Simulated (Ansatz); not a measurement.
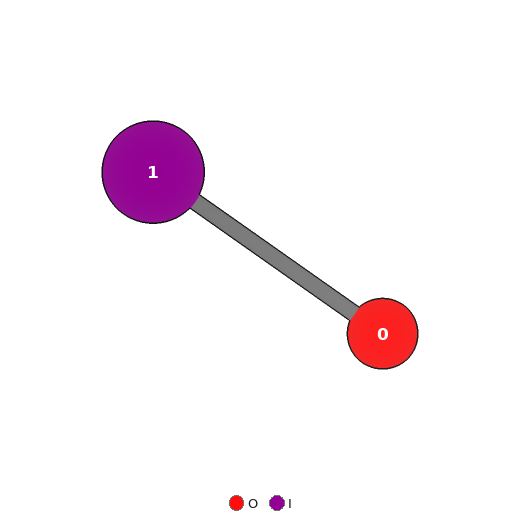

The structure as it stands in the input. Atoms are numbered from 0, in the order of the input.

The calculation was set up as follows.

```yaml
crystal:
  periodic: [false, false, false]
  atoms:
    - {symbol: O, position_ang: [0.861005, -0.573395, 0.305500]}
    - {symbol: I, position_ang: [-0.885478, 0.419369, -0.231147]}
basis:
  gaussian: {orbitals: def2-mTZVP}
total_charge: 1
hamiltonian: {xc: {name: rPW86-PBE}, dispersion: d4}
output: {forces: true}
```

Command:

```sh
ansatz run in.yaml --threads 2 --pin off --events-out ev --progress --plain --max-ram 32768MiB --backend cpu
```

Output:

```
Functional definition: rPW86-PBE
  name "rPW86-PBE"
  cite "Murray, Lee & Langreth, J. Chem. Theory Comput. 5, 2754 (2009) doi:10.1021/ct900365q"
  cite "Perdew, Burke & Ernzerhof, Phys. Rev. Lett. 77, 3865 (1996) doi:10.1103/PhysRevLett.77.3865"
  parent pbe
  exchange = rpw86_x
  correlation = pbe_c
465 factors; their error is unknown
mean field evaluation 1: about -10098.3925 eV, gradient 1.4e2 eV
mean field evaluation 2: about -9770.5437 eV, gradient 2.3e2 eV
mean field evaluation 4: about -10132.1672 eV, gradient 6.4e1 eV
mean field evaluation 8: about -10142.9676 eV, gradient 6.5e0 eV
mean field evaluation 16: about -10143.0582 eV, gradient 2.2e-1 eV
mean field evaluation 32: about -10142.9407 eV, gradient 7.6e0 eV
mean field -10143.05827240 eV, -372.7505162990 hartree, gradient 4.8e-6 eV, S^2 0.000000; 2 other end points of the search recorded, 0 dependent functions left out
the calculation of the forces begins
reference -10143.05834075 eV, -372.7505188108 hartree; 16, 16 occupied and 44, 44 virtual orbitals, 465 factors
Total energy: -10143.08216245 eV, -372.7513942422 hartree
Atom 0 at     0.861005    -0.573395     0.305500 Å, force    -3.130972     1.779757    -0.962063 eV/Å
Atom 1 at    -0.885478     0.419369    -0.231147 Å, force     3.130972    -1.779757     0.962063 eV/Å
Dipole moment:    -0.313192     0.178029    -0.096235 e Å
```

Self-consistency was reached.
